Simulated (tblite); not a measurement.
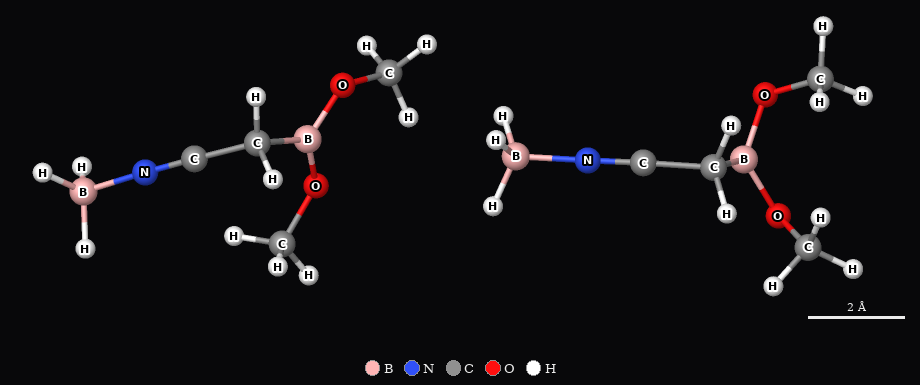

Two geometries of C4H11B2NO2, drawn at one scale. One is the start of a relaxation, the other its converged end. Style: ball-and-stick. Shown face on.

Computed with tblite 0.8.0, GFN2-xTB geometry optimisation, gas phase. 

Which one is relaxed?

Answer. The left one is the relaxed one. The atom that moves furthest after the best rigid fit is an H atom (2.26 Å). Largest moves by element: H 2.26 Å, O 1.62 Å, C 1.44 Å, B 1.27 Å, N 0.48 Å. Near-neighbour distances that change, for instance: B–O 1.482 → 1.347 Å, B–O 1.465 → 1.343 Å, B–C 1.576 → 1.632 Å, C–C 1.472 → 1.427 Å. Among the angles between lasting bonds that change: B–O–C 108.6° → 126.2°, B–O–C 110.7° → 123.5°, C–B–O 116.1° → 124.7°. Groups turn about C–O by about 115°. After 246 geometry steps the energy has fallen by 54.4 kcal/mol. Cost: 2.8 s on 1 thread of Intel(R) Xeon(R) Processor @ 2.70GHz, with other jobs on the host.
